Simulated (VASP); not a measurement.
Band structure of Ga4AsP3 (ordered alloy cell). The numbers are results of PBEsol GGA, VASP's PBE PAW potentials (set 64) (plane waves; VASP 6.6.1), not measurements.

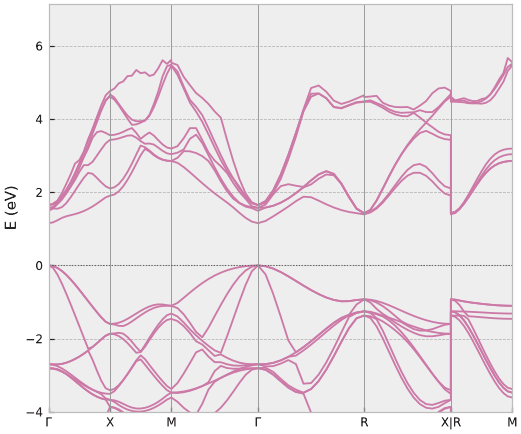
*Bands along high-symmetry lines, zero at the valence-band maximum or, without a gap, the Fermi level*

Q: Read the plot: is there a gap, and where are the band edges?

A: The gap is direct, 1.16 eV, from the valence maximum at Γ to the conduction minimum at Γ. (Edges off the drawn lines would not show.)

The structure was generated: Ga4AsP3 was put into an ordered model structure (P-43m), which need not be its known phase. It was relaxed first.
